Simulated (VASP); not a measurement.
Band structure of TiS₂ (1T layered). Level of theory: optB86b-vdW, VASP's PBE PAW potentials (set 64) (plane waves; VASP).

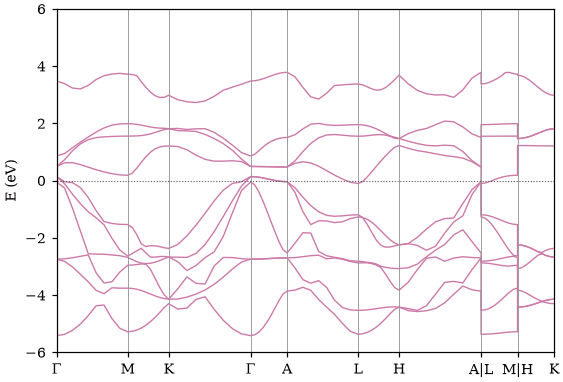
Figure. Bands along high-symmetry lines, zero at the valence-band maximum or, without a gap, the Fermi level

Problem. Read the plot: is there a gap, and where are the band edges?

Solution. It has no gap at this level: it comes out as a metal or semimetal. (Edges off the drawn lines would not show.)

The compound is TiS2 in the 1T layered structure. It was relaxed first.
